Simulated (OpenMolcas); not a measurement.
## Single-point calculation of SF₆ (charge +1) (part 3 of 3)

Continued. System: SF₆, charge +1, multiplicity 2. Method: ROMP2/cc-pVTZ, ROHF (OpenMolcas 26.06). The geometry is that of the parent species in another charge or spin state. The geometry comes from this level: GFN2-xTB.

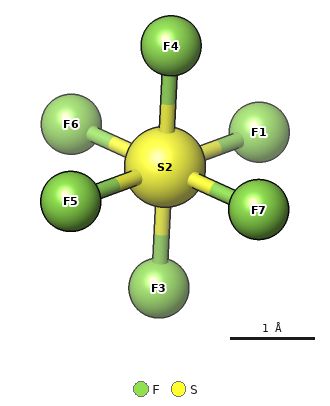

The structure (ball-and-stick view, seen at an oblique angle; atoms are numbered from 1 in the order of the input).

The program's output, continued
```
      Symmetry species                           1
                                                 a
      Frozen orbitals                            0
      Inactive orbitals                         34
      Active orbitals                            1
      RAS1 orbitals                              0
      RAS2 orbitals                              1
      RAS3 orbitals                              0
      Secondary orbitals                       179
      Deleted orbitals                           0
      Number of basis functions                214
--

++    CI expansion specifications:
      ----------------------------

      Number of CSFs                             1
      Number of determinants                     1
      Number of root(s) required                 1
      Root chosen for geometry opt.              1
      CI root used                               1

      highest root included in the CI            1
      max. size of the explicit Hamiltonian      1
--

++    Optimization specifications:
      ----------------------------

      RASSCF algorithm: LK RI/DF
      Maximum number of macro iterations       200
      Maximum number of SX iterations          100
      Threshold for RASSCF energy            1.000E-08
      Threshold for max MO rotation          1.000E-01
      Threshold for max BLB element          1.000E-04
      Level shift parameter                  5.000E-01
      Make Quasi-Newton update
--

      The MO-coefficients are taken from the file:
      job.UnaOrb
      Title:UHF natural orbitals

      Total molecular charge    1.00

      ************************************************************************************************************************
      *                                            Wave function control section                                             *
      ************************************************************************************************************************

                                         RASSCF iterations: Energy and convergence statistics
                                         ----------------------------------------------------

          iter iter root      energy       change     param      element    value   shift minimum  type update hh:mm:ss
 Nr of preliminary CI iterations:   1
        1   1   20    1  -993.71493388    0.00E+00   9.66E-03   33  35 1 -5.61E-03*  0.39   0.00    SX    NO    0:00:04
        2   1   19    1  -993.71502365   -8.98E-05*  3.49E-03   33  35 1 -1.97E-03*  0.40   0.00    SX    NO    0:00:02
        3   1   17    1  -993.71504009   -1.64E-05*  1.97E-03   33  35 1 -1.10E-03*  0.40   0.00    SX    NO    0:00:01
        4   1   16    1  -993.71504432   -4.23E-06*  8.84E-04   33  37 1 -5.09E-04*  0.40   0.00    SX    NO    0:00:01
        5   1   15    1  -993.71504559   -1.27E-06*  1.09E-03   33  37 1 -3.70E-04*  0.40   2.23    LS   YES    0:00:02
        6   1   15    1  -993.71504614   -5.52E-07* -1.35E-04   33  37 1 -2.00E-04*  0.40   0.99    QN   YES    0:00:01
        7   1   13    1  -993.71504624   -9.88E-08* -6.93E-05   24  38 1 -6.70E-05   0.40   0.98    QN   YES    0:00:01
        8   1   11    1  -993.71504627   -2.95E-08* -5.09E-05   24  38 1 -3.12E-05   0.40   1.45    QN   YES    0:00:02
        9   1    9    1  -993.71504627   -8.09E-09   3.84E-06   33  37 1  1.12E-05   0.40   1.04    QN   YES    0:00:02
      Convergence after  9 iterations
       10   1    9    1  -993.71504628   -5.94E-10   3.84E-06   31  39 1  4.21E-06   0.40   1.04    QN   YES    0:00:02

      ************************************************************************************************************************
                                                      Wave function printout:
                       occupation of active orbitals, and spin coupling of open shells (u,d: Spin up or down)
      ************************************************************************************************************************

      Note: transformation to natural orbitals
      has been made, which may change the order of the CSFs.

      printout of CI-coefficients larger than  0.05 for root  1
      energy=    -993.715046
      conf/sym  1     Coeff  Weight
             1  u   1.00000 1.00000

      Natural orbitals and occupation numbers for root  1
      sym 1:   1.000000

      ************************************************************************************************************************
      *                                                    Final results                                                     *
      ************************************************************************************************************************

++    Final optimization conditions:
      ------------------------------

      Average CI energy                            -993.71504628
      RASSCF energy for state  1                   -993.71504628
      Super-CI energy                                -0.00000000
      RASSCF energy change                           -0.00000000
      Max change in MO coefficients               6.627E-06
      Max non-diagonal density matrix element     3.837E-06
      Maximum BLB matrix element                  4.214E-06
      (orbital pair  31,  39 in symmetry   1)
      Norm of electronic gradient            1.464E-05
--

      Final state energy(ies):
      ------------------------

::    RASSCF root number  1 Total energy:   -993.71504628
      Von Neumann Entropy (Root   1) =  0.50000

      Mulliken population analysis for root number:  1
      -----------------------------------------------

++    Molecular charges:
      ------------------

      Mulliken charges per centre
      ---------------------------

                F1      S2      F3      F4      F5      F6      F7
      Total    8.5780 14.6495  9.1556  9.1556  9.1780  9.1415  9.1417

      N-E      0.4220  1.3505 -0.1556 -0.1556 -0.1780 -0.1415 -0.1417

      Total electronic charge=   69.000000

      Total            charge=    1.000000
--

      Expectation values of various properties for root number:  1
      -----------------------------------------------------------

++    Molecular properties:
      ---------------------

      Charge (e):
                      =    1.0000
      Dipole Moment (debye):
      Origin of the operator (angstrom)=   -0.0000    0.0000    0.0000
                   X= -1.5763E+00               Y= -3.6404E+00               Z=  1.7984E+00           Total=  4.3557E+00
      Center of Charge (angstrom)
                     X=   -0.32818358               Y=   -0.75790638               Z=    0.37442421
      Quadrupole Moment (debye*angstrom):
      Origin of the operator (angstrom)=   -0.0000    0.0000    0.0000
                  XX= -3.7873E+01              XY=  1.7848E+00              XZ= -1.4318E+00              YY= -3.3902E+01
                  YZ= -2.0496E+00              ZZ= -3.7521E+01
      In traceless form (debye*angstrom)
                  XX= -2.1617E+00              XY=  2.6771E+00              XZ= -2.1477E+00              YY=  3.7950E+00
                  YZ= -3.0743E+00              ZZ= -1.6333E+00
--

      Mulliken spin population analysis for root number:  1
      ---------------------------------------------------

++    Molecular charges:
      ------------------

      Mulliken spin population per centre
      ---------------------------

                F1      S2      F3      F4      F5      F6      F7
      Total    0.9542  0.0059  0.0002  0.0002  0.0000  0.0197  0.0198

      Total electronic spin=    1.000000
--

      Canonical orbitals are written to the RASORB file
      Natural orbitals for root   1 are written to the RASORB.1 file
      Spin density orbitals for root   1 are written to the SPDORB.1 file

--- Stop Module: rasscf /rc=_RC_ALL_IS_WELL_ ---
--- Module rasscf spent 27 seconds ---

--- Start Module: caspt2 ---

                                              &CASPT2

                       available to each process: 1.9 GB of memory, 1 thread

 ###############################################################################
 ###    WARNING: User changed nr of frozen orbitals.                         ###
 ###############################################################################

++    Wave function specifications:
      -----------------------------

      Number of closed shell electrons          46
      Number of electrons in active shells       1
      Max number of holes in RAS1 space          0
      Max number of electrons in RAS3 space      0
      Number of inactive orbitals               23
      Number of active orbitals                  1
      Number of secondary orbitals             179
      Spin quantum number                      0.5
      State symmetry                             1
      Number of CSFs                             1
      Number of CASSCF root(s) available         1
      CASPT2 state passed to geometry opt.       1
      A file JOBMIX will be created
      This is a high spin open shell RHF reference function
--

++    Orbital specifications:
      -----------------------

      Symmetry species                           1
                                                 a
      Frozen orbitals                           11
      Inactive orbitals                         23
      Active orbitals                            1
      Secondary orbitals                       179
      Deleted orbitals                           0
      Number of basis functions                214
--

++    CASPT2 specifications:
      ----------------------

      Type of calculation                        SS-CASPT2
      Fock operator                              state-specific
      IPEA shift                                 0.00
      Real shift                                 0.00
      Imaginary shift                            0.00
      The input orbitals will be transformed to quasi-canonical
--

--------------------------------------------------------------------------------
 Estimated memory requirements:
  POLY3 :                   250022
  RHS:                     9307556
  SIGMA :                  9142720
  PRPCTL:                        0
 Available workspace:    232450719

++ CASPT2 computation for group   1

********************************************************************************
 Multi-State initialization phase begins for group   1
--------------------------------------------------------------------------------
********************************************************************************
 Compute H0 matrices for state    1
--------------------------------------------------------------------------------
--------------------------------------------------------------------------------
 H0 matrices have been computed.

********************************************************************************
  CASPT2 EQUATION SOLUTION
--------------------------------------------------------------------------------

  Total nr of CASPT2 parameters:
   Before reduction:     9333359
   After  reduction:     9316973

 Variance of |WF0>:      12.8455759298

 The contributions to the second order correlation energy in atomic units.
-----------------------------------------------------------------------------------------------------------------------------
  IT.      VJTU        VJTI        ATVX        AIVX        VJAI        BVAT        BJAT        BJAI        TOTAL       RNORM
-----------------------------------------------------------------------------------------------------------------------------
   1     0.000000    0.000000    0.000000   -0.012001   -0.027809    0.000000   -0.058526   -1.602430   -1.700766    0.007673
   2     0.000000    0.000000    0.000000   -0.012189   -0.027878    0.000000   -0.058579   -1.602524   -1.701171    0.002456
   3     0.000000    0.000000    0.000000   -0.012249   -0.027852    0.000000   -0.058580   -1.602481   -1.701162    0.001622
   4     0.000000    0.000000    0.000000   -0.012227   -0.027835    0.000000   -0.058561   -1.602458   -1.701081    0.000455
   5     0.000000    0.000000    0.000000   -0.012222   -0.027839    0.000000   -0.058561   -1.602465   -1.701086    0.000114
   6     0.000000    0.000000    0.000000   -0.012223   -0.027841    0.000000   -0.058564   -1.602468   -1.701095    0.000016
   7     0.000000    0.000000    0.000000   -0.012223   -0.027841    0.000000   -0.058564   -1.602468   -1.701096    0.000012
   8     0.000000    0.000000    0.000000   -0.012223   -0.027841    0.000000   -0.058564   -1.602467   -1.701095    0.000001
-----------------------------------------------------------------------------------------------------------------------------

  FINAL CASPT2 RESULT:

      Reference energy:        -993.7150462751
      E2 (Non-variational):      -1.7010950999
      E2 (Variational):          -1.7010951315
      Total energy:            -995.4161414065
      Residual norm:              0.0000004458
      Reference weight:           0.74504

      Contributions to the CASPT2 correlation energy
      Active & Virtual Only:          0.0000000005
      One Inactive Excited:          -0.0707869803
      Two Inactive Excited:          -1.6303081201

++ Denominators, etc.
--------------------------------------------------------------------------------------------------------------
 Report on small energy denominators, large coefficients, and large energy contributions.
CASE  SYMM ACTIVE-MIX  NON-ACTIVE INDICES          DENOMINATOR     RHS VALUE       COEFFICIENT     CONTRIBUTION
VJTU     1  Mu1.0001  In1.021                       0.28899762      0.00000117      0.00754460      0.00000001
VJTU     1  Mu1.0001  In1.022                       0.26607259      0.00000018      0.00000242      0.00000000
VJTU     1  Mu1.0001  In1.023                       0.20152457     -0.00000000     -0.00000010      0.00000000
VJTU     1  Mu1.0001  In1.024                       0.17743696     -0.00000129     -0.02349271      0.00000003
VJTU     1  Mu1.0001  In1.025                       0.16903872      0.00000007     -0.00015338     -0.00000000
VJTU     1  Mu1.0001  In1.026                       0.14514629     -0.00000017     -0.00000685      0.00000000
VJTU     1  Mu1.0001  In1.027                       0.10759120      0.00000001     -0.00010952     -0.00000000
VJTU     1  Mu1.0001  In1.028                       0.09998850      0.00000004     -0.00002632     -0.00000000
VJTU     1  Mu1.0001  In1.029                       0.09286429      0.00000051      0.01203384      0.00000001
VJTU     1  Mu1.0001  In1.030                       0.09147473      0.00000002      0.00042101      0.00000000
VJTU     1  Mu1.0001  In1.031                       0.07489394     -0.00000001     -0.00008922      0.00000000
VJTU     1  Mu1.0001  In1.032                       0.06053714     -0.00000000     -0.00000823      0.00000000
VJTU     1  Mu1.0001  In1.033                       0.04855862     -0.00000008     -0.05046352      0.00000000
VJTU     1  Mu1.0001  In1.034                       0.04298926     -0.00000004      0.00000332     -0.00000000
BJAIP    1  Se1.036 In1.028 Se1.039 In1.030         1.80876887      0.04575115     -0.02529408     -0.00115723
BJAIP    1  Se1.036 In1.030 Se1.036 In1.030         1.57466748      0.04503265     -0.02859821     -0.00128785
BJAIP    1  Se1.037 In1.031 Se1.037 In1.031         1.94667818      0.05082638     -0.02610928     -0.00132704
--

   (Skipping property calculation,
    use PROP keyword to activate)
--

  Total CASPT2 energies:
::    CASPT2 Root  1     Total energy:   -995.41614141

  A NEW JOBIPH FILE NAMED 'JOBMIX' IS PREPARED.
********************************************************************************
--- Stop Module: caspt2 /rc=_RC_ALL_IS_WELL_ ---
--- Module caspt2 spent 33 seconds ---

.##################.
.# Happy landing! #.
.##################.

    Timing: Wall=201.85 User=188.20 System=13.48
```

This output came from the following input.

Input file
```
>>> EXPORT MOLCAS_PRINT=2
&GATEWAY
BASLIB = $CurrDir
COORD
7
angstrom
F       -0.575340      -1.329720       0.656500
S       -0.000020       0.000060       0.000020
F        1.183370       0.012840       1.061880
F       -1.182600      -0.012690      -1.062560
F        0.574230       1.329720      -0.655870
F       -0.892920       0.873020       0.984420
F        0.893280      -0.873220      -0.984390
BASIS = cc-pVTZ
GROUP = NoSym
RICD
&SEWARD
&SCF
UHF
CHARGE = 1
SPIN = 2
PRORBITALS = 1 1
&RASSCF
FILEORB = $Project.UnaOrb
SPIN = 2
NACTEL = 1 0 0
INACTIVE = 34
RAS2 = 1
OUTORBITALS = Canonical
ORBLISTING = Nothing
&CASPT2
IPEA = 0.0
FROZEN = 11
```

Launched with:
```bash
export MOLCAS_MEM=1860
pymolcas job.inp > job.log
```

Key numbers

- outcome: converged
- total energy: −995.416141 hartree
- SCF energy: −993.715046 hartree
- correlation energy: −1.701095 hartree
- basis functions: 214
- hardware: 1 thread of Intel Xeon (Sapphire Rapids), 16 GiB of memory available, shared host
- wall time: 3.4 min
- peak memory: 0.69 GiB
